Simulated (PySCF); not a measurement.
# Sr¹⁵⁺: ionisation energy with spin-orbit coupling

Each state of strontium is computed at each level; their differences give the ionisation energy. How far do the methods differ?

Method: two-component X2C-1e, generalised determinants. Code: PySCF 2.14.0.

**1. Starting point**

- Element: strontium (Z = 38)
- Basis: an uncontracted even-tempered set (17 s from 1.3 bohr⁻², ratio 2.8; 12 p from 1.7 bohr⁻², ratio 2.8; 8 d from 1.7 bohr⁻², ratio 2.8; 4 f from 6.9 bohr⁻², ratio 3)
- Hamiltonian: two-component X2C-1e, Gaussian nucleus, no Breit or QED terms; spin-orbit coupling, run by run: off; screened by Boettger's factors
- Core shells frozen in the correlated runs: [Ne] (for Sr¹⁵⁺)
- State 1: Sr¹⁵⁺: [Ar] 3d5; 3d3/2 filled at m_j = -3/2, -1/2, +1/2, +3/2; 3d5/2 filled at m_j = +5/2
- Needed too, but not shown: Sr¹⁶⁺ [Ar] 3d4 (5D)
- Methods: GHF, GMP2

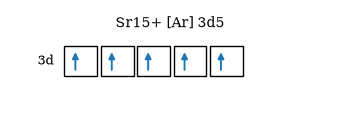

The shells outside the core, filled by Hund's rule for the drawing.

A driver program built on PySCF's X2C-1e integrals ran all steps in one process from the settings above; there is no separate input file.

It was started by

```bash
$ OMP_NUM_THREADS=1 python sorun2.py TASK.json OUT
```

The integrals over 121 functions and the set-up took 0.88 s of CPU time.

**2. Sr¹⁵⁺**

**GHF (spin-free)**

Log:

```text
cycle= 1 E= -3071.3934622008  delta_E= -3.07e+03  |FDS-SDF|= 0.118
cycle= 2 E= -3071.4319390254  delta_E= -0.0385  |FDS-SDF|= 0.0167
cycle= 3 E= -3071.4328325410  delta_E= -0.000894  |FDS-SDF|= 0.00378
cycle= 4 E= -3071.4328577670  delta_E= -2.52e-05  |FDS-SDF|= 0.00026
cycle= 5 E= -3071.4328579762  delta_E= -2.09e-07  |FDS-SDF|= 1.2e-05
cycle= 6 E= -3071.4328579769  delta_E= -6.94e-10  |FDS-SDF|= 5.44e-07
```

Time after the integrals: 8 s (1 thread of Neoverse-V1, shared host).

Occupied spinors (without spin-orbit coupling the j labels only name the start):

```
spinor shell  electrons  mean energy (eV)  weight of the nominal j  rms radius (bohr)
       1s1/2          2          -16655.7                    1.000             0.0451
       2s1/2          2           -2715.2                    1.000              0.186
       2p3/2          4           -2458.5                    0.833              0.165
       2p1/2          2           -2458.5                    0.667              0.165
       3s1/2          2           -774.02                    1.000              0.497
       3p1/2          2           -685.77                    0.667              0.497
       3p3/2          4           -685.77                    0.833              0.497
       3d5/2          1           -566.84                    1.000              0.466
       3d3/2          4           -566.84                    0.500              0.466
```

M_J = 5/2, ⟨J²⟩ = 8.751, ⟨L²⟩ = 0.000, ⟨S²⟩ = 8.751.

**GMP2 (spin-free)**

The driver printed no log here.

Time after the integrals: 3.2 s (1 thread of Neoverse-V1, shared host).

With 13 electrons correlated and 76 very high virtual spinors dropped, the MP2 correlation energy is -0.41186 hartree. Largest pairs: 3d3/2-3p3/2 -0.0996, 3d3/2-3p1/2 -0.0517, 3p1/2-3p3/2 -0.0470, 3d3/2-3d3/2 -0.0394, 3p3/2-3p3/2 -0.0378.

**GHF (screened spin-orbit)**

Log:

```text
cycle= 1 E= -3071.6411441765  delta_E= -3.07e+03  |FDS-SDF|= 0.148
cycle= 2 E= -3071.6846483427  delta_E= -0.0435  |FDS-SDF|= 0.0212
cycle= 3 E= -3071.6881200004  delta_E= -0.00347  |FDS-SDF|= 0.0112
cycle= 4 E= -3071.6898601823  delta_E= -0.00174  |FDS-SDF|= 0.0085
cycle= 5 E= -3071.6927107373  delta_E= -0.00285  |FDS-SDF|= 0.00367
cycle= 6 E= -3071.6933367883  delta_E= -0.000626  |FDS-SDF|= 0.000427
cycle= 7 E= -3071.6933401061  delta_E= -3.32e-06  |FDS-SDF|= 0.000304
cycle= 8 E= -3071.6933433512  delta_E= -3.25e-06  |FDS-SDF|= 0.000133
cycle= 9 E= -3071.6933441065  delta_E= -7.55e-07  |FDS-SDF|= 8.67e-06
cycle= 10 E= -3071.6933441074  delta_E= -9.19e-10  |FDS-SDF|= 4.28e-06
```

Time after the integrals: 31 s (1 thread of Neoverse-V1, shared host).

The outer occupied spinors:

```
spinor shell  electrons  mean energy (eV)  weight of the nominal j  rms radius (bohr)
       2s1/2          2           -2715.0                    1.000              0.186
       2p1/2          2           -2507.0                    0.990              0.163
       2p3/2          4           -2435.3                    0.995              0.167
       3s1/2          2           -773.96                    1.000              0.497
       3p1/2          2           -704.16                    0.718              0.491
       3p3/2          4           -676.78                    0.859              0.500
       3d3/2          4           -567.06                    0.570              0.466
       3d5/2          1           -565.76                    1.000              0.467
```

M_J = 5/2, ⟨J²⟩ = 8.751, ⟨L²⟩ = 0.053, ⟨S²⟩ = 8.633. A second start ended at -3071.21736 hartree. Rows whose weight is well below 1 mix j = l ± 1/2: exchange competes with spin-orbit coupling there.

**GMP2 (screened spin-orbit)**

The driver printed no log here.

Time after the integrals: 1.6 s (1 thread of Neoverse-V1, shared host).

With 13 electrons correlated and 76 very high virtual spinors dropped, the MP2 correlation energy is -0.41272 hartree. Largest pairs: 3d3/2-3p3/2 -0.1324, 3p3/2-3p3/2 -0.0554, 3d3/2-3d3/2 -0.0398, 3p1/2-3p3/2 -0.0342, 3d5/2-3p3/2 -0.0332.

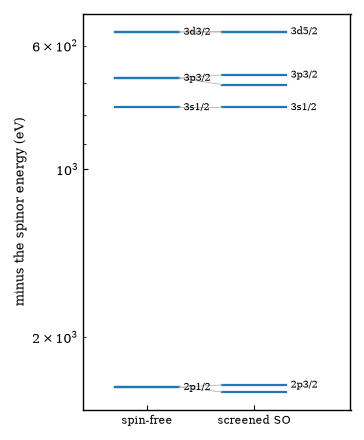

The highest 7 spinor levels of Sr¹⁵⁺ on a logarithmic scale, without and with spin-orbit coupling.

**3. Differences of total energies**

Ionisation energy: Sr¹⁵⁺ [Ar] 3d5 [3d3/2^4 3d5/2^1, M_J = 5/2] → Sr¹⁶⁺ [Ar] 3d4 [3d3/2^4, M_J = 0].

```
                    method  value (eV)  less the reference (eV)
           GHF (spin-free)      564.33                    +2.33
          GMP2 (spin-free)      564.75                    +2.75
 GHF (screened spin-orbit)      563.19                    +1.19
GMP2 (screened spin-orbit)      563.57                    +1.57
```

Reference: 562 ± 3 eV (theoretical estimate listed by NIST; NIST Atomic Spectra Database, ionization energies). For this ion Breit and QED terms and the two-electron picture change, all absent here, are large against electron correlation. The spin-free rows have the spin-orbit operator switched off. The determinant of Sr16+ mixes levels of different J (the jj label is only the starting occupation), so the difference between spin-free and spin-orbit rows is not the physical spin-orbit shift.

The differences also use runs on Sr¹⁶⁺ [Ar] 3d4 (5D), which are not shown here.

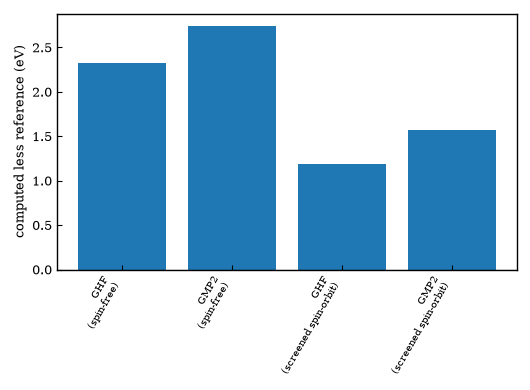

Computed less reference values by method, where the reference is not like for like or is itself uncertain.

**4. Summary of results**

```
                quantity                                                                            value
ionisation energy, Sr¹⁵⁺  GHF (spin-free) 564.33, GMP2 (screened spin-orbit) 563.57 eV; reference 562 ± 3
```

In words: The methods span 1.560 eV, from GHF (screened spin-orbit) (563.19) to GMP2 (spin-free) (564.75). The reference is uncertain or not like for like (spin-orbit coupling or other relativistic terms), so no ranking of close methods is drawn. The basis is finite, and no extrapolation was made.
